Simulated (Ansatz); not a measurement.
# Na2RuCl4: relaxing a made-up structure, part 2 of 2

This structure for Na2RuCl4 is made up. Its elements were placed in a known structure type with a cell scaled to their sizes. What cell does the guess relax to, and how far off was it?

Ansatz 0.2.0; DFT, r2SCAN, plane-wave PAW, files of the set soft_1, scalar-relativistic, no spin, cell and ions relaxed at zero pressure; PAW set soft_1 (the session's first sound run).

So far: The starting structure; Relaxation of the guess.

## 2. Relaxation of the guess (continued)

Step by step:

```csv
step,energy less that of the first step (eV),largest force component (eV/Å),pressure (GPa),volume (Å³)
1,0.0000,1.7431,3.49,162.49
2,-0.3722,0.3235,0.37,164.49
3,-0.4225,0.0349,-0.02,162.79
4,-0.4283,0.0468,-0.10,162.68
5,-0.4289,0.0051,0.02,161.94
6*,-0.4291,0.0051,0.02,161.94
```

Relaxation steps marked * repeat the geometry before them on a plane-wave basis chosen anew for their cell, so energy and pressure can jump there.

Forces are held to the 16 operations that the run works with; a distortion that breaks them can't arise in this run.

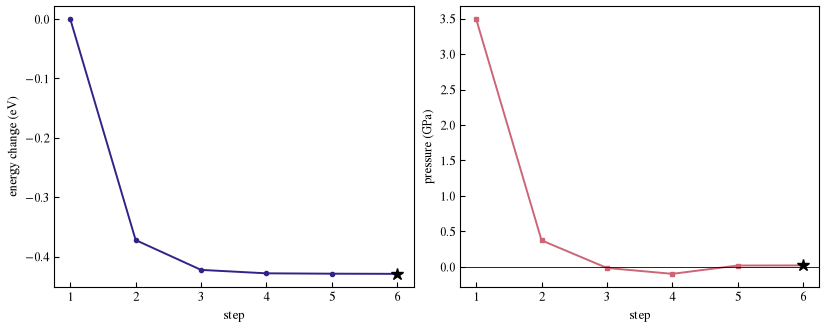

Energy and pressure along the relaxation. Stars mark steps on a basis chosen anew.

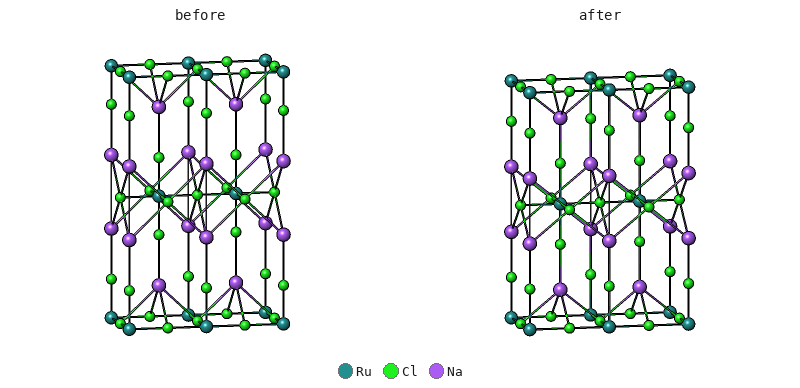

The structure before and after the relaxation, drawn at the same scale.

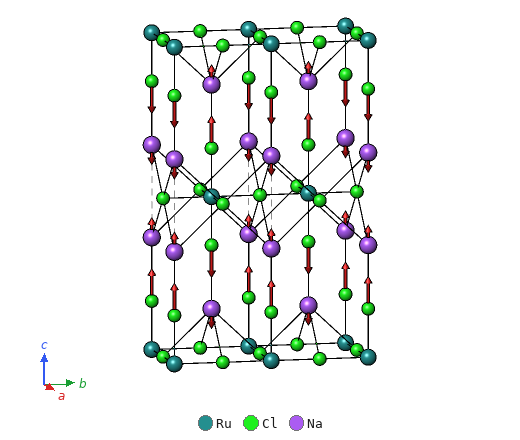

Displacements in the relaxation, exaggerated, measured against the changing cell; the longest in the cell stands for 0.25 Å. 1×2×1 conventional cells are drawn. Some periodic images of atoms are drawn too.

```csv
"conventional cell, symmetrised",before,after,change
a (Å),4.656,4.794,+3.0 %
b (Å),4.656,4.794,+3.0 %
c (Å),14.991,14.092,-6.0 %
volume (Å³/atom),23.21,23.13,-0.3 %
```

The atoms that moved most (Å, as changes of fractional coordinates times the final cell):

```csv
atom,dx,dy,dz,length
Cl3,0.000,0.000,-0.250,0.250
Cl2,0.000,0.000,0.250,0.250
Na6,0.000,0.000,-0.119,0.119
Na7,0.000,0.000,0.119,0.119
```

This step gave:

* free energy: -13210.7964 eV
* energy at zero smearing: -13210.7848 eV
* smearing term TS: 0.02316 eV
* Fermi energy: 4.853 eV
* electrons: 62
* symmetry operations: 16
* pressure: 0.02015 GPa

Shortest distances by pair of elements, guess and relaxed (not always the same contact):

```csv
pair,guess (Å),relaxed (Å)
Cl–Ru,2.297,2.397
Cl–Na,3.012,2.700
Cl–Cl,3.270,3.390
Na–Na,4.374,3.874
Na–Ru,3.953,3.904
```

The relaxation ends with a largest force component of 0.0051 eV/Å and a pressure of 0.02 GPa.

## 3. Bands of the relaxed cell

With the geometry fixed, one more self-consistent run, with a narrower smearing and the mesh shown in its input, gives the bands, and its pressure, and its forces where symmetry allows any, show how far the geometry depends on these settings.

This step: DFT, r2SCAN, plane-wave PAW, files of the set soft_1, scalar-relativistic, no spin, bands and density of states at the relaxed cell; PAW set soft_1 (Ansatz 0.2.0).

File input.yaml:

```yaml
crystal:
  lattice:
    - [-2.3970322104, 2.3970322104, 7.0460943624]
    - [2.3970322104, -2.3970322104, 7.0460943624]
    - [2.3970322104, 2.3970322104, -7.0460943624]
  atoms:
    - { symbol: Ru, position: [0.0, 0.0, 0.0] }
    - { symbol: Cl, position: [0.1709570945, 0.1709570945, 0.0] }
    - { symbol: Cl, position: [0.8290429055, 0.8290429055, 0.0] }
    - { symbol: Cl, position: [0.5, 0.0, 0.5] }
    - { symbol: Cl, position: [0.0, 0.5, 0.5] }
    - { symbol: Na, position: [0.637435787, 0.637435787, 0.0] }
    - { symbol: Na, position: [0.362564213, 0.362564213, 0.0] }
kpoints:
  mp_grid: { grid: [10, 10, 10] }
  band_path:
    path:
      - [[0.0, 0.0, 0.0], [-0.5, 0.5, 0.0], [-0.5, 0.5, -0.05786565], [-0.27893282, 0.27893282, -0.27893282], [0.0, 0.0, 0.0], [0.5, 0.5, -0.5], [0.27893282, 0.72106718, -0.72106718], [0.0, 0.5, -0.5], [-0.25, 0.75, -0.25], [0.05786565, 0.94213435, -0.5], [0.5, 0.5, -0.5]]
      - [[-0.5, 0.5, 0.0], [-0.25, 0.75, -0.25]]
    npoints: 7
scf:
  occupations: { method: fermi_dirac, width: 0.03 }
  n_extra_bands: 11
hamiltonian:
  xc: r2scan
  pseudopotentials: { kind: paw, azcp: { folder: soft_1 } }
output:
  forces: true
  stress: true
  write_bands: true
  dos: { projected: true }
  write_density: true
  write_potential: true
  elf: true
  volumetric_format: npy
```

Launch:

```console
ansatz run input.yaml --threads 4 --pin off --max-ram 10240MiB --backend cpu --events-out ev --progress --plain --runs-dir out
```

Numbers of over 12 decimals in the logs are rounded to 6 here.

What it wrote:

```text
[...]
Crystal: 7 atoms, lattice volume = 161.941 Å³
Basis set: ecut = 500 eV, 4153 PW (Γ), exchange–correlation on 240×240×240 points (64 copies of the dense FFT grid, shifted against one another)
Bands: 42, of which v1, the nominal top of the filled ones, is band 31 counted from 1 (30 counted from 0)
Symmetry: 16 space group operations
[...]
k-points: 102 of 1000
[...]
SCF iter   1: F=—  HF=-13212.601665 eV  |F-HF|=—  |Δ(HF+E_count)|=         —  Δρ=7.41e-2  dr2=5.67e0  dr2_τ=1.70e-1  ethr=3.10e-3  ⟨swp⟩=7.7  Hψ=20070  notcnv=0  defer=33
[...]
SCF iter   9: F=-13210.788261 eV  HF=-13210.788261 eV  |F-HF|=2.87e-9  |Δ(HF+E_count)|=   4.15e-8  Δρ=3.36e-6  dr2=9.21e-9  dr2_τ=9.89e-10  ethr=1.61e-10  ⟨swp⟩=20.4  Hψ=37779  notcnv=0
SCF 1 converged in 9 iterations: F = -13210.788261 eV  dr2 = 9.21e-9
[...]
NSCF: frozen V_eff on 79 k-points
SCF converged after 9 iterations
Free energy (F): -13210.788261 eV
[...]
Internal energy: -13210.779647 eV  (E = F + TS)
E sigma→0 (E₀):  -13210.783954 eV
Entropy (-TS):   -0.008614 eV (-1.231 meV/atom)
Fermi energy:    4.818645 eV
[...]
--- Forces (eV/Å), atoms counted from 1 ---
  atom   1  Ru     0.00000000    -0.00000000     0.00000000
  atom   2  Cl     0.00000000     0.00000000     0.00529366
  atom   3  Cl    -0.00000000    -0.00000000    -0.00529366
  atom   4  Cl     0.00000000     0.00000000    -0.00000000
  atom   5  Cl     0.00000000    -0.00000000    -0.00000000
  atom   6  Na     0.00000000    -0.00000000     0.00123835
  atom   7  Na    -0.00000000    -0.00000000    -0.00123835
  max |Σ_I F_I| component: 8.67e-19 eV/Å
--- Stress (GPa, compression-positive) ---
        0.020910       0.000000      -0.000000
        0.000000       0.020910       0.000000
       -0.000000       0.000000       0.027600
  P = ⅓ Tr σ = 0.0231 GPa (0.231 kbar)
--- Band table (eV; the first three rows and the last of 102) ---
  k-point 0: bands = [... 27 lower, 2.1101, 3.0603, 4.0129, 4.0129, 4.5468, 5.6935, 7.8466, 9.8781, ... 7 higher]
  k-point 1: bands = [... 27 lower, 2.0480, 3.3583, 4.0605, 4.0907, 4.9661, 5.9283, 8.1568, 10.1303, ... 7 higher]
  k-point 2: bands = [... 27 lower, 1.9549, 3.8773, 4.2096, 4.2881, 5.9573, 6.4255, 8.9291, 10.5706, ... 7 higher]
  k-point 101: bands = [... 27 lower, 1.6877, 3.0608, 4.2062, 4.2062, 4.5467, 5.7771, 8.3622, 9.2237, ... 7 higher]
```

It took 16 s on 4 threads of Intel Xeon 6975P-C (Granite Rapids), shared host; peak memory 1.8 GiB.

Numbers from this step:

* free energy: -13210.7883 eV
* energy at zero smearing: -13210.7840 eV
* smearing term TS: 0.008614 eV
* Fermi energy: 4.819 eV
* pressure: 0.02314 GPa

From bands.tsv, the bands that come nearest the Fermi level along the path, at its corners, in eV from the Fermi level:

| point | band 28 | band 29 | band 30 | band 31 | band 32 | band 33 | band 34 | band 35 |
| --- | --- | --- | --- | --- | --- | --- | --- | --- |
| Γ | -2.71 | -1.76 | -0.81 | -0.81 | -0.27 | 0.87 | 3.03 | 5.06 |
| X | -2.40 | -0.11 | 0.00 | 0.01 | 2.46 | 4.04 | 4.33 | 6.12 |
| Y | -2.41 | -0.15 | -0.04 | -0.01 | 2.44 | 3.84 | 4.39 | 6.13 |
| S | -2.55 | -0.69 | -0.41 | -0.10 | 0.32 | 2.75 | 5.40 | 5.60 |
| Γ | -2.71 | -1.76 | -0.81 | -0.81 | -0.27 | 0.87 | 3.03 | 5.06 |
| Z | -3.13 | -1.76 | -0.61 | -0.61 | -0.27 | 0.96 | 3.54 | 4.41 |
| S1 | -2.55 | -0.69 | -0.41 | -0.10 | 0.32 | 2.75 | 5.40 | 5.60 |
| N | -2.66 | -0.70 | -0.37 | -0.08 | 0.32 | 2.78 | 5.40 | 5.51 |
| P | -2.55 | -0.05 | -0.05 | 0.00 | 2.42 | 4.04 | 4.53 | 5.75 |
| Y1 | -2.41 | -0.15 | -0.04 | -0.01 | 2.44 | 3.84 | 4.39 | 6.13 |
| Z | -3.13 | -1.76 | -0.61 | -0.61 | -0.27 | 0.96 | 3.54 | 4.41 |
| X | -2.40 | -0.11 | 0.00 | 0.01 | 2.46 | 4.04 | 4.33 | 6.12 |
| P | -2.55 | -0.05 | -0.05 | 0.00 | 2.42 | 4.04 | 4.53 | 5.75 |

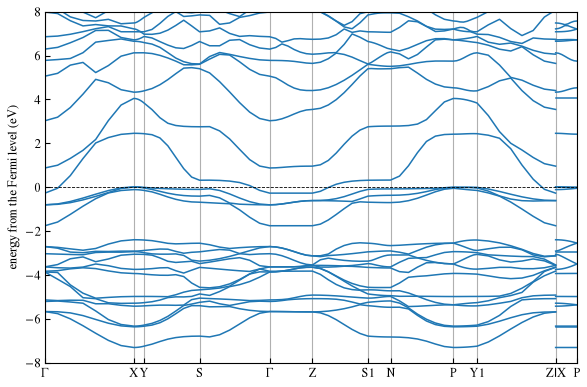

Bands along the path. 16 bands lie wholly below the window drawn.

Counts of states for the cell as run, both spins, by energy window (eV from the Fermi level):

```csv
from,to,total
-8,-7,0.26
-7,-6,2.27
-6,-5,6.17
-5,-4,4.27
-4,-3,7.21
-3,-2,3.83
-2,-1,0.41
-1,0,5.66
0,1,0.98
1,2,1.12
2,3,1.53
3,4,0.63
4,5,1.45
5,6,2.58
```

Below -8 eV lie 32.0 more states.

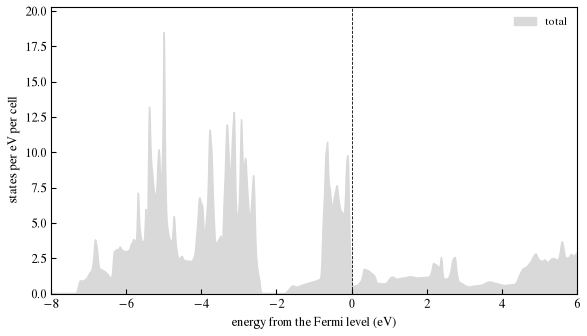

Total density of states, smoothed over about 0.04 eV.

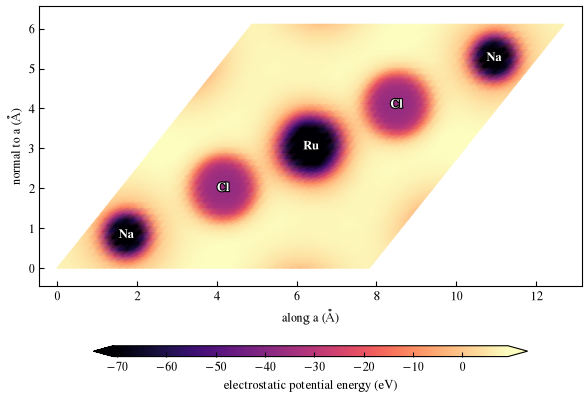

Electrostatic potential energy in the ab plane of the cell as run, not the conventional one, at fractional z = 0.000, with atoms of Ru and Cl and Na within 0.2 Å of it. With pseudopotentials it is smooth inside the atoms' cores, unlike the true potential. The map starts off the cell's origin, so that atoms lie inside it.

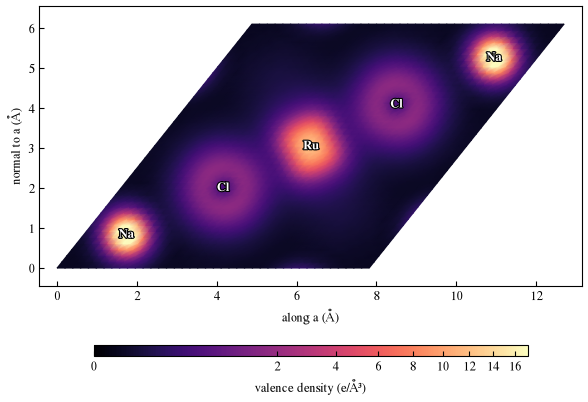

Valence density in the ab plane of the cell as run, not the conventional one, at fractional z = 0.000, with atoms of Ru and Cl and Na within 0.2 Å of it. It is the smooth field of the valence electrons, not physical close to the nuclei. The map starts off the cell's origin, so that atoms lie inside it. The colour scale is stretched toward low values.

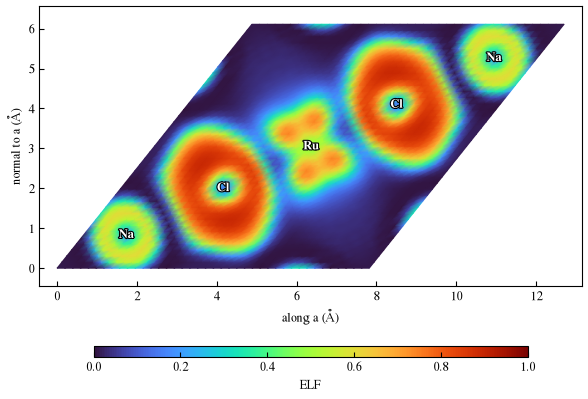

ELF in the ab plane of the cell as run, not the conventional one, at fractional z = 0.000, with atoms of Ru and Cl and Na within 0.2 Å of it. It is the smooth field of the valence electrons, not physical close to the nuclei. The map starts off the cell's origin, so that atoms lie inside it.

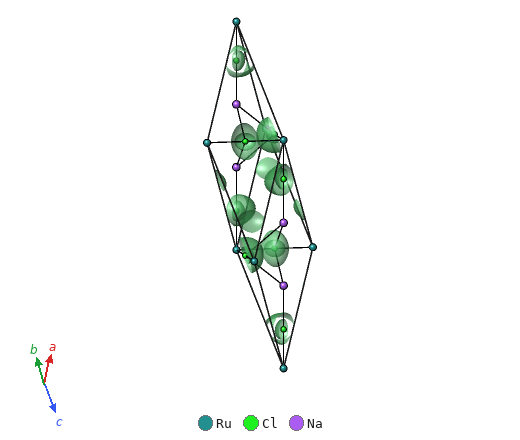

Surface of ELF = 0.81. Drawn on the cell as run, not the conventional one.

## 4. Outcome

```json
{
 "space group, relaxed": "I4/mmm",
 "conventional cell": "a = 4.794, b = 4.794, c = 14.092 Å; α = 90.0°, β = 90.0°, γ = 90.0°",
 "volume per atom": "23.13 Å³ (guess 23.21)"
}
```

Na2RuCl4 relaxes to I4/mmm with a = 4.794, b = 4.794 and c = 14.092 Å. The guessed volume was near the relaxed one. The space group I4/mmm was held in the relaxation, so the end point is a stationary structure within it and may be a saddle against distortions or other arrangements. Bands cross the Fermi level, so it is a metal or semimetal at this level. Semilocal functionals can close a small real gap, so this isn't settled for compounds with anions. On the 10×10×10 mesh with the narrower smearing (relaxed on 8×8×8) the largest force component is 0.005 eV/Å and the largest stress component is 0.028 GPa, within the relaxation's thresholds of 0.015 eV/Å and 0.05 GPa. The cutoff wasn't tested. No dispersion term is used, so weakly bound directions may come out too long. The runs have no spin, and magnetism wasn't tested. Nothing here tests whether the compound is stable against decomposition.

[Logs are printed without paths, hosts, clocks, repeated set-up lines and the standing remarks that a program may print on its own settings, such as how far it seeks lower states.]

[Hosts, paths, dates, database ids (printed as entryN), source tags and the programs' standing remarks are cut or masked in the printed files.]
